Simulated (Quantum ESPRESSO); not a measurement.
# CsCaBr3 (Pm-3m): zone-centre phonons

Aim: the zone-centre modes of CsCaBr3 (Pm-3m).

Calculated with Quantum ESPRESSO 7.5; DFT LDA, scalar-relativistic, plane waves, PseudoDojo norm-conserving pseudopotentials.

**1. Set-up**

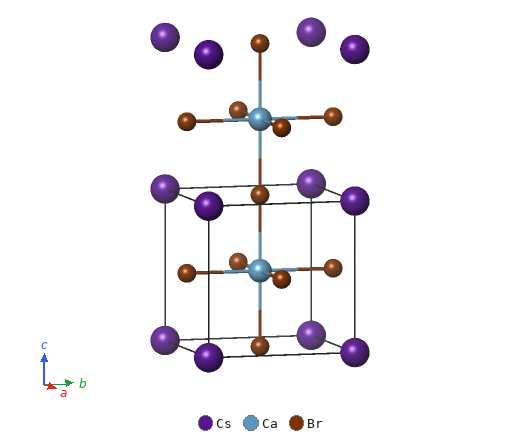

The cell as given, slightly off an axis (caesium purple, calcium blue, bromine brown). 1×1×2 cells are drawn. Some periodic images of atoms are drawn too.

**2. A first look**

A cheap run with smearing and empty bands tells whether the crystal has a gap, which decides between fixed occupations and smearing later on.

The input, probe.in:

```
 &control
    calculation='scf',
    prefix='x',
    outdir='./tmp',
    pseudo_dir='./pseudo',
    tprnfor=.true.,
    tstress=.true.,
    verbosity='high',
 /
 &system
    ibrav=0,
    nat=5,
    ntyp=3,
    ecutwfc=79.0,
    occupations='smearing',
    smearing='gaussian',
    degauss=0.01,
 /
 &electrons
    conv_thr=1.0d-07,
    mixing_beta=0.7,
    electron_maxstep=100,
 /
ATOMIC_SPECIES
 Cs    132.9055  Cs.upf
 Ca     40.0780  Ca.upf
 Br     79.9040  Br.upf
CELL_PARAMETERS angstrom
     5.708665730    0.000000000    0.000000000
     0.000000000    5.708665730    0.000000000
     0.000000000    0.000000000    5.708665730
ATOMIC_POSITIONS crystal
 Cs     0.000000000   0.000000000   0.000000000
 Ca     0.500000000   0.500000000   0.500000000
 Br     0.500000000   0.000000000   0.500000000
 Br     0.000000000   0.500000000   0.500000000
 Br     0.500000000   0.500000000   0.000000000
K_POINTS automatic
 4 4 4 0 0 0
```

Command:

```sh
$ OMP_NUM_THREADS=1 mpirun -n 4 pw.x -nk 4 -in probe.in > probe.out
```

The program printed:

```text
[banners, grids, parts of the stress and lines that vanish by symmetry left out]
Program PWSCF v.7.5
     Message from routine setup:
     using ibrav=0 with symmetry is DISCOURAGED, use correct ibrav instead
[...]
kinetic-energy cutoff     =      79.0000  Ry
     charge density cutoff     =     316.0000  Ry
     scf convergence threshold =      1.0E-07
[...]
Exchange-correlation= SLA  PW   NOGX NOGC
                           (   1   4   0   0   0   0   0)
[...]
48 Sym. Ops., with inversion, found
[...]
(     0          1          0      )
                  (     0          0          1      )
[...]
(  0.0000000  1.0000000  0.0000000 )
                  (  0.0000000  0.0000000  1.0000000 )
[...]
(     0         -1          0      )
                  (     0          0          1      )
[...]
number of k points=    10  Gaussian smearing, width (Ry)=  0.0100
[...]
c_bands:  2 eigenvalues not converged
[...]
c_bands:  1 eigenvalues not converged
[...]
End of self-consistent calculation
[...]
the Fermi energy is     3.7769 ev
!    total energy              =    -219.65075165 Ry
[...]
convergence has been achieved in   6 iterations
[...]
atom    1 type  1   force =     0.00000000    0.00000000    0.00000000
     atom    2 type  2   force =     0.00000000    0.00000000    0.00000000
     atom    3 type  3   force =     0.00000000    0.00000000    0.00000000
     atom    4 type  3   force =     0.00000000    0.00000000    0.00000000
     atom    5 type  3   force =     0.00000000    0.00000000    0.00000000
[...]
Total force =     0.000000     Total SCF correction =     0.000000
[...]
total   stress  (Ry/bohr**3)                   (kbar)     P=      -21.09
[...]
XML data file, charge density, pseudopotentials, collected wavefunctions

   JOB DONE.
```

It took 26 s on 4 MPI ranks of Intel Xeon at 2.70GHz, shared host; 1.7 min of CPU time.

Read from the output:

| Quantity | Value |
| --- | --- |
| volume per atom | 37.21 Å³ |
| pressure | -2.109 GPa |
| gap on the k-mesh | 4.078 eV |

A gap of 4.1 eV opens on this mesh, so the crystal is taken as an insulator; the start stands at -2.1 GPa.

**3. Relaxing the cell and atoms**

The relaxation runs at a cutoff a fifth above that of the response, since stress converges more slowly with the basis than frequencies do. Forces and stress are brought to rest with tight thresholds.

relax.in, as its differences from probe.in of step 2:

```diff
@@ -1,3 +1,3 @@
  &control
-    calculation='scf',
+    calculation='vc-relax',
     prefix='x',
@@ -7,3 +7,5 @@
     tstress=.true.,
-    verbosity='high',
+    forc_conv_thr=2.0d-05,
+    etot_conv_thr=1.0d-07,
+    nstep=40,
  /
@@ -13,11 +15,15 @@
     ntyp=3,
-    ecutwfc=79.0,
-    occupations='smearing',
-    smearing='gaussian',
-    degauss=0.01,
+    ecutwfc=95,
+    occupations='fixed',
+    nbnd=22,
  /
  &electrons
-    conv_thr=1.0d-07,
+    conv_thr=1.0d-11,
     mixing_beta=0.7,
     electron_maxstep=100,
+ /
+ &ions
+ /
+ &cell
+    press_conv_thr=0.2,
  /
```

Command:

```sh
$ OMP_NUM_THREADS=1 mpirun -n 4 pw.x -nk 4 -in relax.in > relax.out
```

The program printed:

```text
[banners, grids, parts of the stress and lines that vanish by symmetry left out]
[banner, memory and clock lines left out]
Program PWSCF v.7.5

[...]
kinetic-energy cutoff     =      95.0000  Ry
     charge density cutoff     =     380.0000  Ry
     scf convergence threshold =      1.0E-11
[...]
energy convergence thresh.=      1.0E-07
     force convergence thresh. =      2.0E-05
     press convergence thresh. =      2.0E-01
     Exchange-correlation= SLA  PW   NOGX NOGC
                           (   1   4   0   0   0   0   0)
[...]
48 Sym. Ops., with inversion, found
[...]
number of k points=    10
[...]
c_bands:  1 eigenvalues not converged
[...]
c_bands:  1 eigenvalues not converged
[...]
End of self-consistent calculation
[...]
highest occupied, lowest unoccupied level (ev):     1.9941    6.0730
!    total energy              =    -219.65077383 Ry
[...]
convergence has been achieved in   8 iterations
[...]
atom    1 type  1   force =     0.00000000    0.00000000    0.00000000
     atom    2 type  2   force =     0.00000000    0.00000000    0.00000000
     atom    3 type  3   force =     0.00000000    0.00000000    0.00000000
     atom    4 type  3   force =     0.00000000    0.00000000    0.00000000
     atom    5 type  3   force =     0.00000000    0.00000000    0.00000000
     Total force =     0.000000     Total SCF correction =     0.000000
[...]
total   stress  (Ry/bohr**3)                   (kbar)     P=      -21.00
[...]
number of bfgs steps    =   0
[...]
CELL_PARAMETERS (angstrom)
[...]
ATOMIC_POSITIONS (crystal)
Cs               0.0000000000        0.0000000000        0.0000000000
Ca               0.5000000000        0.5000000000        0.5000000000
Br               0.5000000000        0.0000000000        0.5000000000
Br               0.0000000000        0.5000000000        0.5000000000
[...]
New effective cutoffs (rho, wfc):  382.66   95.67
[...]
End of self-consistent calculation
[...]
highest occupied, lowest unoccupied level (ev):     2.0819    6.1912
!    total energy              =    -219.65260295 Ry
[...]
convergence has been achieved in   7 iterations
[...]
atom    1 type  1   force =     0.00000000    0.00000000    0.00000000
     atom    2 type  2   force =     0.00000000    0.00000000    0.00000000
     atom    3 type  3   force =     0.00000000    0.00000000    0.00000000
     atom    4 type  3   force =     0.00000000    0.00000000    0.00000000
     atom    5 type  3   force =     0.00000000    0.00000000    0.00000000
     Total force =     0.000000     Total SCF correction =     0.000000
[...]
total   stress  (Ry/bohr**3)                   (kbar)     P=      -19.17
[...]
number of bfgs steps    =   1
[...]
WARNING: bfgs curvature condition failed, Theta= 0.882
[...]
CELL_PARAMETERS (angstrom)
[...]
ATOMIC_POSITIONS (crystal)
[...]
New effective cutoffs (rho, wfc):  386.81   96.70
[...]
End of self-consistent calculation
[...]
highest occupied, lowest unoccupied level (ev):     2.2163    6.3717
!    total energy              =    -219.65500086 Ry
[...]
convergence has been achieved in   9 iterations
[...]
atom    1 type  1   force =     0.00000000    0.00000000    0.00000000
[...]
total   stress  (Ry/bohr**3)                   (kbar)     P=       -2.51
[...]
number of bfgs steps    =   4
[...]
CELL_PARAMETERS (angstrom)
[...]
ATOMIC_POSITIONS (crystal)
[...]
New effective cutoffs (rho, wfc):  405.75  101.44
[...]
highest occupied, lowest unoccupied level (ev):     2.8456    7.2089
!    total energy              =    -219.65993104 Ry
[...]
convergence has been achieved in   9 iterations
[...]
Total force =     0.000000     Total SCF correction =     0.000000
[...]
total   stress  (Ry/bohr**3)                   (kbar)     P=        0.23
[...]
number of bfgs steps    =   5
[...]
CELL_PARAMETERS (angstrom)
[...]
ATOMIC_POSITIONS (crystal)
[...]
New effective cutoffs (rho, wfc):  405.51  101.38
[...]
highest occupied, lowest unoccupied level (ev):     2.8376    7.1983
!    total energy              =    -219.65993182 Ry
[...]
convergence has been achieved in   6 iterations
[...]
Total force =     0.000000     Total SCF correction =     0.000000
[...]
total   stress  (Ry/bohr**3)                   (kbar)     P=       -0.00
[...]
number of bfgs steps    =   6
[...]
small trust_radius: resetting bfgs history
[...]
CELL_PARAMETERS (angstrom)
[...]
ATOMIC_POSITIONS (crystal)
[...]
New effective cutoffs (rho, wfc):  405.52  101.38
[...]
End of self-consistent calculation
[...]
highest occupied, lowest unoccupied level (ev):     2.8376    7.1983
!    total energy              =    -219.65993182 Ry
[...]
convergence has been achieved in   2 iterations
[...]
atom    3 type  3   force =     0.00000000    0.00000000    0.00000000
     atom    4 type  3   force =     0.00000000    0.00000000    0.00000000
     atom    5 type  3   force =     0.00000000    0.00000000    0.00000000
     Total force =     0.000000     Total SCF correction =     0.000000
[...]
total   stress  (Ry/bohr**3)                   (kbar)     P=       -0.00
[...]
bfgs converged in   8 scf cycles and   7 bfgs steps
[...]
End of BFGS Geometry Optimization
     Final enthalpy           =    -219.6599318177 Ry
     File ./tmp/x.bfgs deleted, as requested
[...]
CELL_PARAMETERS (angstrom)
[...]
ATOMIC_POSITIONS (crystal)
[...]
Br               0.0000000000        0.5000000000        0.5000000000
Br               0.5000000000        0.5000000000        0.0000000000
[...]
Final scf calculation at the relaxed structure.
[...]
kinetic-energy cutoff     =      95.0000  Ry
     charge density cutoff     =     380.0000  Ry
     scf convergence threshold =      1.0E-13
[...]
press convergence thresh. =      2.0E-01
     Exchange-correlation= SLA  PW   NOGX NOGC
                           (   1   4   0   0   0   0   0)
[...]
48 Sym. Ops., with inversion, found
[...]
number of k points=    10
[...]
c_bands:  1 eigenvalues not converged
     c_bands:  2 eigenvalues not converged
     c_bands:  2 eigenvalues not converged
[...]
End of self-consistent calculation
[...]
highest occupied, lowest unoccupied level (ev):     2.8376    7.1983
!    total energy              =    -219.65992424 Ry
[...]
convergence has been achieved in  11 iterations
[...]
atom    1 type  1   force =     0.00000000    0.00000000    0.00000000
     atom    2 type  2   force =     0.00000000    0.00000000    0.00000000
     atom    3 type  3   force =     0.00000000    0.00000000    0.00000000
     atom    4 type  3   force =     0.00000000    0.00000000    0.00000000
     atom    5 type  3   force =     0.00000000    0.00000000    0.00000000
     Total force =     0.000000     Total SCF correction =     0.000000
[...]
total   stress  (Ry/bohr**3)                   (kbar)     P=       -0.00
[...]
XML data file, charge density, pseudopotentials, collected wavefunctions
```

The job ended after 6 min (4 MPI ranks; 24 min of CPU time).

Step by step:

| step | energy less that of the first step (eV) | largest force (eV/Å) | pressure (GPa) | volume (Å³) |
| --- | --- | --- | --- | --- |
| 1 | 0.0000 | 0.0000 | -2.10 | 186.04 |
| 2 | -0.0249 | 0.0000 | -1.92 | 184.05 |
| 3 | -0.0575 | 0.0000 | -1.62 | 181.10 |
| 4 | -0.0951 | 0.0000 | -1.13 | 176.74 |
| 5 | -0.1233 | 0.0000 | -0.25 | 170.32 |
| 6 | -0.1246 | 0.0000 | 0.02 | 168.57 |
| 7 | -0.1246 | 0.0000 | 0.00 | 168.72 |
| 8 | -0.1246 | 0.0000 | 0.00 | 168.72 |
| 9 | -0.1245 | 0.0000 | 0.00 | 168.72 |

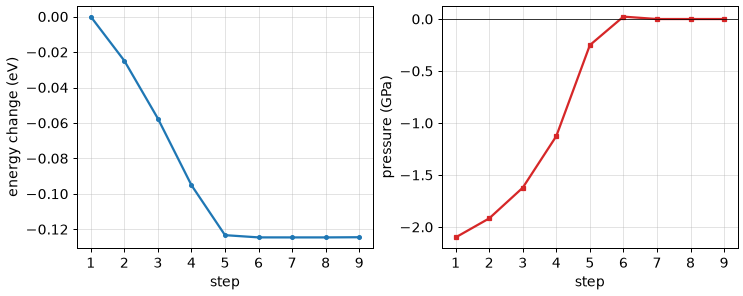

Energy and pressure along the relaxation.

| conventional cell, symmetrised | before | after | change |
| --- | --- | --- | --- |
| a (Å) | 5.709 | 5.526 | -3.2 % |
| b (Å) | 5.709 | 5.526 | -3.2 % |
| c (Å) | 5.709 | 5.526 | -3.2 % |
| volume (Å³/atom) | 37.21 | 33.74 | -9.3 % |

The last row of the table of steps is pw.x's closing run on a basis chosen anew for the final cell, so its energy can jump.

Numbers from this step:

```yaml
volume_per_atom: 33.74 Å³
pressure: 0 GPa
gap_on_the_k_mesh: 4.361 eV
```

The volume changes by -9.3 % from the cell with which this run began.

**4. Ground state**

The response is built on this ground state, so it is converged far tighter than an energy would need. With a gap, occupations are fixed, which also allows the response to an electric field.

The input, scf.in:

```
 &control
    calculation='scf',
    prefix='x',
    outdir='./tmp',
    pseudo_dir='./pseudo',
    tprnfor=.true.,
    tstress=.true.,
 /
 &system
    ibrav=0,
    nat=5,
    ntyp=3,
    ecutwfc=79.0,
    occupations='fixed',
    nbnd=22,
 /
 &electrons
    conv_thr=1.0d-12,
    mixing_beta=0.7,
    electron_maxstep=100,
 /
ATOMIC_SPECIES
 Cs    132.9055  Cs.upf
 Ca     40.0780  Ca.upf
 Br     79.9040  Br.upf
CELL_PARAMETERS angstrom
     5.525688630    0.000000000    0.000000000
     0.000000000    5.525688630    0.000000000
     0.000000000    0.000000000    5.525688630
ATOMIC_POSITIONS crystal
 Cs     0.000000000   0.000000000   0.000000000
 Ca     0.500000000   0.500000000   0.500000000
 Br     0.500000000   0.000000000   0.500000000
 Br     0.000000000   0.500000000   0.500000000
 Br     0.500000000   0.500000000   0.000000000
K_POINTS automatic
 4 4 4 0 0 0
```

Command:

```sh
$ OMP_NUM_THREADS=1 mpirun -n 4 pw.x -nk 4 -in scf.in > scf.out
```

The program printed:

```text
[banners, grids, parts of the stress and lines that vanish by symmetry left out]
[banner, memory and clock lines left out]
Program PWSCF v.7.5

[...]
kinetic-energy cutoff     =      79.0000  Ry
     charge density cutoff     =     316.0000  Ry
     scf convergence threshold =      1.0E-12
[...]
Exchange-correlation= SLA  PW   NOGX NOGC
                           (   1   4   0   0   0   0   0)
[...]
48 Sym. Ops., with inversion, found
[...]
number of k points=    10
[...]
c_bands:  1 eigenvalues not converged
[...]
End of self-consistent calculation
[...]
highest occupied, lowest unoccupied level (ev):     2.8376    7.1983
!    total energy              =    -219.65990144 Ry
[...]
convergence has been achieved in  10 iterations
[...]
atom    1 type  1   force =     0.00000000    0.00000000    0.00000000
     atom    2 type  2   force =     0.00000000    0.00000000    0.00000000
     atom    3 type  3   force =     0.00000000    0.00000000    0.00000000
     atom    4 type  3   force =     0.00000000    0.00000000    0.00000000
     atom    5 type  3   force =     0.00000000    0.00000000    0.00000000
     Total force =     0.000000     Total SCF correction =     0.000000
[...]
total   stress  (Ry/bohr**3)                   (kbar)     P=       -0.00
[...]
XML data file, charge density, pseudopotentials, collected wavefunctions
```

It took 34 s on 4 MPI ranks.

The cell stands at 0 GPa, close enough for phonons.

(Part 1 of 3 ends here.)

[Host names and launcher messages were left out of these logs when they were recorded.]

[Logs are printed without paths, hosts, clocks, repeated set-up lines and the standing remarks that a program may print on its own settings, such as how far it seeks lower states.]

[Hosts, paths, dates, database ids (printed as entryN), source tags and the programs' standing remarks are cut or masked in the printed files.]
